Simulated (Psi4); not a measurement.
**CH2BNO (SMILES BN=C=O): MP3/6-31G(d,p) (density fitting for correlation, Cartesian functions)**

What is the energy change on altering one bond length of CH2BNO at MP3/6-31G** (density fitting for correlation, Cartesian functions)? 

Program for the calculation: Psi4 1.11.

2 further runs of the same task are left out: 1 that didn't finish, 1 set aside as unsound or not needed.

## Step 1: The structure to begin with

CH2BNO has 6 atoms, charge 0, and is taken as a singlet. SMILES: `BN=C=O`. The shape is that of a PBE0-D4/def2-TZVP optimisation.

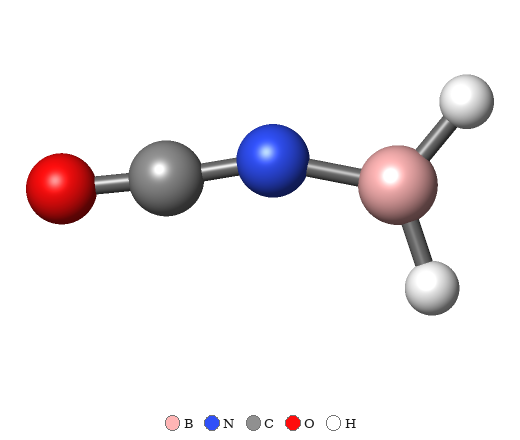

Viewed from a chosen angle; boron pink, nitrogen blue, carbon grey, oxygen red, hydrogen white.

## Step 2: The energy at MP3/6-31G(d,p) (density fitting for correlation, Cartesian functions)

Contents of input.in:

```
memory 1.6 GB

molecule system {
  0 1
  B     -0.470000     0.955400    -0.144700
  N      0.227000    -0.197800     0.250100
  C      0.668900    -1.308900     0.214400
  O      1.129200    -2.375400     0.245600
  H     -1.048600     0.958600    -1.190700
  H     -0.464500     1.904100     0.579200
  symmetry c1
  no_reorient
  no_com
}

set globals {
  basis 6-31G**
  reference rhf
  scf_type direct
  freeze_core true
  mp_type df
}

result, w = energy("mp3", return_wfn=True)
```

On the command line:

```sh
$ psi4 -i input.in -o input.out -n 1
```

input.out, cut to the lines that bear on the results:

```text
[...]
  Running in c1 symmetry.
[...]
  Nuclear repulsion =   89.940939657809565
[...]
  Multiplicity = 1
[...]
  Nalpha       = 14
  Nbeta        = 14
[...]
    Number of basis functions: 70
[...]
   @DF-RHF iter   1:  -192.98548224233440   -9.77144e-01   6.30704e-03 ADIIS/DIIS
[...]
   @RHF iter  20:  -193.06025207934704   -6.25278e-13   3.79285e-09 DIIS
[...]
    Orbital Energies [Eh]
    ---------------------
    Doubly Occupied:
       1A    -20.632933     2A    -15.599098     3A    -11.427436
       4A     -7.648753     5A     -1.479956     6A     -1.270535
       7A     -0.866216     8A     -0.733015     9A     -0.665859
      10A     -0.656681    11A     -0.613668    12A     -0.547338
      13A     -0.472371    14A     -0.424587
[...]
  @RHF Final Energy:  -193.06025207934704
   => Energetics <=
    Nuclear Repulsion Energy =             89.9409396578095652
    One-Electron Energy =                -439.9254929598191666
    Two-Electron Energy =                 156.9243012226625638
    Total Energy =                       -193.0602520793470376
[...]
 Multipole Moments:
 ------------------------------------------------------------------------------------
     Multipole            Electronic (a.u.)      Nuclear  (a.u.)        Total (a.u.)
 ------------------------------------------------------------------------------------
 L = 1.  Multiply by 2.5417464519 to convert [e a0] to [Debye]
 Dipole X            :        -20.6347933           20.3578306           -0.2769627
 Dipole Y            :         39.4115521          -38.9311928            0.4803594
 Dipole Z            :         -7.0695691            6.9294367           -0.1401324
 Magnitude           :                                                    0.5719183
[...]
	DF-MP2 Total Energy (a.u.)         :  -193.59853973798883
[...]
	DF-MP3 Total Energy (a.u.)         :  -193.60095108827241
[...]
```

It took 3.9 s on 1 thread of Intel Xeon Platinum 8488C (Sapphire Rapids), shared host; peak memory 0.22 GiB.

## Step 3: The distorted shape

Contents of ch2bno.in:

```
memory 1600 MB

molecule system {
  0 1
  B     -0.558365     1.177583    -0.137561
  N      0.138635     0.024383     0.257239
  C      0.668900    -1.308900     0.214400
  O      1.129200    -2.375400     0.245600
  H     -1.136965     1.180783    -1.183561
  H     -0.552865     2.126283     0.586339
  symmetry c1
  no_reorient
  no_com
}

set globals {
  reference rhf
  scf_type direct
  freeze_core true
  mp_type df
}

e_tot = energy("mp3/6-31G**")
print_variables()
```

On the command line:

```sh
$ psi4 -n 1 ch2bno.in ch2bno.out
```

ch2bno.out, cut to the lines that bear on the results:

```text
[...]
  Running in c1 symmetry.
[...]
  Nuclear repulsion =   84.607722404806253
[...]
  Multiplicity = 1
[...]
  Nalpha       = 14
  Nbeta        = 14
[...]
    Number of basis functions: 70
[...]
   @DF-RHF iter   1:  -192.85674014161745   -1.28862e+00   7.46944e-03 DIIS/ADIIS
[...]
   @RHF iter  22:  -192.98012211345971   -3.18323e-12   9.63551e-09 DIIS
[...]
    Orbital Energies [Eh]
    ---------------------
    Doubly Occupied:
       1A    -20.697037     2A    -15.612467     3A    -11.494314
       4A     -7.632228     5A     -1.528700     6A     -1.164241
       7A     -0.839685     8A     -0.761968     9A     -0.674598
      10A     -0.667975    11A     -0.596541    12A     -0.536933
      13A     -0.449859    14A     -0.393534
[...]
  @RHF Final Energy:  -192.98012211345971
   => Energetics <=
    Nuclear Repulsion Energy =             84.6077224048062533
    One-Electron Energy =                -429.0755324417207248
    Two-Electron Energy =                 151.4876879234547289
    Total Energy =                       -192.9801221134597142
[...]
 Multipole Moments:
 ------------------------------------------------------------------------------------
     Multipole            Electronic (a.u.)      Nuclear  (a.u.)        Total (a.u.)
 ------------------------------------------------------------------------------------
 L = 1.  Multiply by 2.5417464519 to convert [e a0] to [Debye]
 Dipole X            :        -18.0001520           18.0200315            0.0198795
 Dipole Y            :         32.8701205          -33.0530825           -0.1829620
 Dipole Z            :         -7.2199135            7.1183073           -0.1016062
 Magnitude           :                                                    0.2102239
[...]
	DF-MP2 Total Energy (a.u.)         :  -193.54260194958738
[...]
	DF-MP3 Total Energy (a.u.)         :  -193.53640119961574
[...]
```

Wall time 3.6 s (1 thread of Intel Xeon Platinum 8488C (Sapphire Rapids), shared host); peak memory 0.22 GiB.

## Step 4: Summary of results

At MP3/6-31G** (density fitting for correlation, Cartesian functions), 4 core orbitals frozen:

| quantity | value |
| --- | --- |
| first shape: total energy | -193.60095 Eh |
| first shape: HOMO energy (Hartree–Fock orbitals) | -11.55 eV |
| first shape: LUMO energy (Hartree–Fock orbitals) | 2.25 eV |
| first shape: HOMO–LUMO gap (Hartree–Fock orbitals) | 13.81 eV |
| first shape: correlation energy (4 core orbitals frozen) | -540.7 mEh |
| distorted shape: total energy | -193.53640 Eh |
| distorted shape: HOMO energy (Hartree–Fock orbitals) | -10.71 eV |
| distorted shape: LUMO energy (Hartree–Fock orbitals) | 2.31 eV |
| distorted shape: HOMO–LUMO gap (Hartree–Fock orbitals) | 13.02 eV |
| distorted shape: correlation energy (4 core orbitals frozen) | -556.3 mEh |
| energy change with the N2–C3 bond stretched from 1.196 to 1.435 Å | 1.756 eV |

With the N2–C3 bond stretched from 1.196 to 1.435 Å the energy rises by 1.76 eV (41 kcal/mol). The first shape isn't relaxed at this level, so the change isn't measured from a minimum.
